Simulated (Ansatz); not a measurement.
# One shape, several levels: triplet InSiH4F

Wanted: a comparison of 6 runs (U-r2SCAN/def2-SVP, U-r2SCAN0/def2-SVP, U-wB97M-V/def2-SVP, UHSE06/def2-SVP, RPA@PBE0/def2-SVP, UCCSD/def2-SVP) of triplet InSiH4F. 

The calculation is run with Ansatz 0.2.0.

56 further runs of the same task are left out: 56 set aside as unsound or not needed.

## Step 1: The molecule

The species is InSiH4F (7 atoms), meant as a triplet with charge 0. As SMILES of the parent species, `[F][InH][SiH3]`. The coordinates come from a PBE0-D4/def2-TZVP relaxation. That shape belongs to the parent species and isn't relaxed for this state.

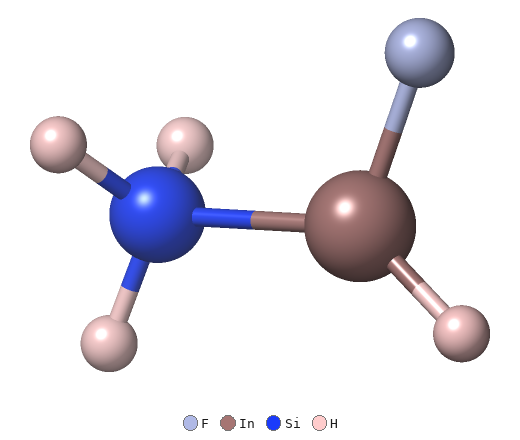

Viewed from a chosen angle; fluorine light blue, indium brown, silicon blue, hydrogen pink.

## Step 2: A single-point energy at U-r2SCAN/def2-SVP (core potential) (run 1)

Contents of job.yaml:

```yaml
crystal:
  periodic: [false, false, false]
  atoms:
    - {symbol: F, position_ang: [-0.196000, -2.340000, 1.298800]}
    - {symbol: In, position_ang: [-0.756000, -1.164900, -0.176800]}
    - {symbol: Si, position_ang: [0.528000, 1.043100, -0.028600]}
    - {symbol: H, position_ang: [-1.937800, -1.965900, -1.125300]}
    - {symbol: H, position_ang: [1.986000, 0.765900, -0.108800]}
    - {symbol: H, position_ang: [0.226000, 1.696000, 1.272200]}
    - {symbol: H, position_ang: [0.149800, 1.965800, -1.131400]}
basis:
  gaussian:
    orbitals: def2-SVP
magnetization:
  spin_polarized: true
  initial_magnetization: 2
hamiltonian:
  xc: {name: r2SCAN}
accuracy: high
output: {orbitals: {seedname: orbitals}}
```

Started as:

```console
$ ansatz run job.yaml --threads 1 --pin off --max-ram 3480MiB --events-out events.jsonl --progress --plain --runs-dir runs
```

Standard output:

```text
Warning: RAYON_NUM_THREADS=1 ignored (pool sized by the plan → 1); use --threads N
Functional definition: r2SCAN
  name "r2SCAN"
  parameter k0 = 0.174
  parameter k1 = 0.065
  parameter a1 = 4.9479
  exchange = r2scan_x(k0 = k0, k1 = k1, a1 = a1)
  correlation = r2scan_c
1766 factors; integrals over basis functions are off by at most 7.9e-9 eV
mean field evaluation 1: about -15821.9365 eV, gradient 2.9e1 eV
mean field evaluation 2: about -15706.4539 eV, gradient 1.5e2 eV
mean field evaluation 4: about -15823.4866 eV, gradient 1.8e1 eV
mean field evaluation 8: about -15825.1245 eV, gradient 2.8e-1 eV
mean field evaluation 16: about -15825.1251 eV, gradient 2.9e-4 eV
mean field evaluation 32: about -15819.7981 eV, gradient 2.0e1 eV
mean field -15825.12506386 eV, -581.5626194419 hartree, gradient 6.4e-8 eV, S^2 2.005775; 3 other end points of the search recorded, 0 dependent functions left out
reference -15825.12506983 eV, -581.5626196614 hartree; 25, 23 occupied and 53, 55 virtual orbitals, 1766 factors
Total energy: -15825.12506983 eV, -581.5626196614 hartree
```

Wall time 26 s (1 thread of Arm Neoverse V2, shared host); peak memory 0.42 GiB.

## Step 3: A single-point energy at U-r2SCAN0/def2-SVP (core potential) (run 2)

Contents of run.yaml:

```yaml
basis:
  gaussian:
    orbitals: def2-SVP
crystal:
  periodic: [false, false, false]
  atoms:
    - {symbol: F, position_ang: [-0.196000, -2.340000, 1.298800]}
    - {symbol: In, position_ang: [-0.756000, -1.164900, -0.176800]}
    - {symbol: Si, position_ang: [0.528000, 1.043100, -0.028600]}
    - {symbol: H, position_ang: [-1.937800, -1.965900, -1.125300]}
    - {symbol: H, position_ang: [1.986000, 0.765900, -0.108800]}
    - {symbol: H, position_ang: [0.226000, 1.696000, 1.272200]}
    - {symbol: H, position_ang: [0.149800, 1.965800, -1.131400]}
magnetization:
  spin_polarized: true
  initial_magnetization: 2
hamiltonian:
  xc: {name: r2SCAN0}
accuracy: high
output: {orbitals: {seedname: orbitals}}
```

Started as:

```console
$ ansatz run run.yaml --threads 1 --pin off --max-ram 3480MiB --events-out events.jsonl --progress --plain --runs-dir runs
```

Standard output:

```text
Warning: RAYON_NUM_THREADS=1 ignored (pool sized by the plan → 1); use --threads N
Functional definition: r2SCAN0
  name "r2SCAN0"
  parameter a = 0.25
[... 3 set-up lines as earlier in the session ...]
  exchange = (1 - a)*r2scan_x(k0 = k0, k1 = k1, a1 = a1) + a*exact_x
[... 1 set-up line as earlier in the session ...]
1766 factors; integrals over basis functions are off by at most 7.9e-9 eV
mean field evaluation 1: about -15820.7037 eV, gradient 2.7e1 eV
mean field evaluation 2: about -15793.2394 eV, gradient 8.5e1 eV
mean field evaluation 4: about -15823.4113 eV, gradient 2.3e0 eV
mean field evaluation 8: about -15823.5427 eV, gradient 2.7e-1 eV
mean field evaluation 16: about -15823.5439 eV, gradient 6.6e-3 eV
mean field evaluation 32: about -15823.5439 eV, gradient 1.8e-7 eV
mean field -15823.54390264 eV, -581.5045128388 hartree, gradient 4.4e-8 eV, S^2 2.008610; 4 other end points of the search recorded, 0 dependent functions left out
reference -15823.54390715 eV, -581.5045130045 hartree; 25, 23 occupied and 53, 55 virtual orbitals, 1766 factors
Total energy: -15823.54390715 eV, -581.5045130045 hartree
```

Run time: 34 s. Hardware: 1 thread of Arm Neoverse V2, shared host; peak memory 0.54 GiB.

Run 3 isn't shown in full; the table further down has it.

## Step 4: The energy at UHSE06/def2-SVP (core potential) (run 4)

Contents of job.yaml:

```yaml
crystal:
  periodic: [false, false, false]
  atoms:
    - symbol: F
      position_ang: [-0.196000, -2.340000, 1.298800]
    - symbol: In
      position_ang: [-0.756000, -1.164900, -0.176800]
    - symbol: Si
      position_ang: [0.528000, 1.043100, -0.028600]
    - symbol: H
      position_ang: [-1.937800, -1.965900, -1.125300]
    - symbol: H
      position_ang: [1.986000, 0.765900, -0.108800]
    - symbol: H
      position_ang: [0.226000, 1.696000, 1.272200]
    - symbol: H
      position_ang: [0.149800, 1.965800, -1.131400]
basis:
  gaussian:
    orbitals: def2-SVP
output:
  orbitals: {seedname: orbitals}
hamiltonian:
  xc: {name: HSE06}
accuracy: high
magnetization:
  spin_polarized: true
  initial_magnetization: 2
```

Started as:

```console
$ ansatz run job.yaml --threads 1 --pin off --max-ram 3480MiB --events-out events.jsonl --progress --plain --runs-dir runs
```

Standard output:

```text
Warning: RAYON_NUM_THREADS=1 ignored (pool sized by the plan → 1); use --threads N
Functional definition: HSE06
  name "HSE06"
[... 1 set-up line as earlier in the session ...]
  parameter omega = 0.11/bohr
  exchange = pbe_x - a*pbe_x_sr(omega) + a*exact_x_sr(omega)
  correlation = pbe_c
1766 factors; integrals over basis functions are off by at most 7.9e-9 eV
106 factors; integrals over basis functions are off by at most 1.3e-9 eV
mean field evaluation 1: about -15815.6225 eV, gradient 2.7e1 eV
mean field evaluation 2: about -15773.3710 eV, gradient 1.0e2 eV
mean field evaluation 4: about -15818.2728 eV, gradient 5.7e0 eV
mean field evaluation 8: about -15818.5428 eV, gradient 3.6e-1 eV
mean field evaluation 16: about -15818.5441 eV, gradient 1.8e-3 eV
mean field evaluation 32: about -15817.3615 eV, gradient 3.3e0 eV
mean field -15818.54413345 eV, -581.3207747100 hartree, gradient 2.7e-8 eV, S^2 2.005377; 3 other end points of the search recorded, 0 dependent functions left out
reference -15818.54413809 eV, -581.3207748806 hartree; 25, 23 occupied and 53, 55 virtual orbitals, 1766 factors
Total energy: -15818.54413809 eV, -581.3207748806 hartree
```

Wall time 18 s (1 thread of Arm Neoverse V2, shared host); peak memory 0.39 GiB.

Run 5 isn't shown in full; the table further down has it.

## Step 5: A single-point energy at UCCSD/def2-SVP (core potential) (run 6)

Contents of in.yaml:

```yaml
crystal:
  periodic: [false, false, false]
  atoms:
    - {symbol: F, position_ang: [-0.196000, -2.340000, 1.298800]}
    - {symbol: In, position_ang: [-0.756000, -1.164900, -0.176800]}
    - {symbol: Si, position_ang: [0.528000, 1.043100, -0.028600]}
    - {symbol: H, position_ang: [-1.937800, -1.965900, -1.125300]}
    - {symbol: H, position_ang: [1.986000, 0.765900, -0.108800]}
    - {symbol: H, position_ang: [0.226000, 1.696000, 1.272200]}
    - {symbol: H, position_ang: [0.149800, 1.965800, -1.131400]}
basis:
  gaussian:
    orbitals: def2-SVP
total_charge: 0
magnetization:
  spin_polarized: true
  initial_magnetization: 2
scf:
  omitted_lower_state_checks: [cluster_reference, increment]
correlation:
  method: ccsd
  frozen_orbitals: {F: 1, H: 0, In: 4, Si: 5}
accuracy: high
```

Started as:

```console
$ ansatz run in.yaml --threads 1 --pin off --max-ram 3480MiB --events-out events.jsonl --progress --plain --runs-dir runs
```

Standard output, shortened:

```text
Warning: RAYON_NUM_THREADS=1 ignored (pool sized by the plan → 1); use --threads N
Functional definition: HF
  name "HF"
[...]
1766 factors; integrals over basis functions are off by at most 7.9e-9 eV
[...]
mean field -15771.40907107 eV, -579.5885931168 hartree, gradient 2.7e-8 eV, S^2 2.007063; 7 other end points of the search recorded, 0 dependent functions left out
10 core orbitals not correlated: weight in the atoms' cores, before any rotation towards them, 1.000 or more for the frozen orbitals, at most 0.000 for the correlated occupied ones
reference -15771.40907107 eV, -579.5885931168 hartree; 15, 13 occupied and 53, 55 virtual orbitals, 1766 factors
second order -10.06714630 eV of doubles, -0.00000000 eV of singles
cycle   1  -10.60993449 eV  change   -5.4e-1 eV  update   1.2e-1
[...]
cycle  33  -11.17483197 eV  change   -1.1e-9 eV  update   1.5e-9
Total energy: -15782.58390304 eV, -579.9992606170 hartree
Checks for a lower state left out: cluster_reference, increment
```

It took 45 s on 1 thread of Arm Neoverse V2, shared host; peak memory 0.68 GiB.

## Step 6: All runs side by side

| run | level | frozen core orbitals | energy (Eh) | HOMO energy (eV) | ⟨S²⟩ | wall time |
| --- | --- | --- | --- | --- | --- | --- |
| 1 | U-r2SCAN/def2-SVP (core potential) | – | -581.562620 | -3.37 | 2.006 | 26 s |
| 2 | U-r2SCAN0/def2-SVP (core potential) | – | -581.504513 | -4.13 | 2.009 | 34 s |
| 3 | U-wB97M-V/def2-SVP (core potential) | – | -581.427359 | -5.57 | 2.006 | 2.6 min |
| 4 | UHSE06/def2-SVP (core potential) | – | -581.320775 | -3.54 | 2.005 | 18 s |
| 5 | RPA@PBE0/def2-SVP (core potential) | 10 | -580.153987 | – | 2.006 | 26 s |
| 6 | UCCSD/def2-SVP (core potential) | 10 | -579.999261 | – | 2.007 | 45 s |

## Step 7: Summary of results

| quantity | value |
| --- | --- |
| run 6: total energy | -579.99926 Eh |
| run 6: correlation energy (10 core orbitals frozen) | -410.7 mEh |
| run 6: ⟨S²⟩ of the reference determinant | 2.007 |
| run 6: T1 diagnostic | 0.026 |

What this shows: Totals of different functionals can't be ranked against each other. All runs together took 5 min, the longest 2.6 min.
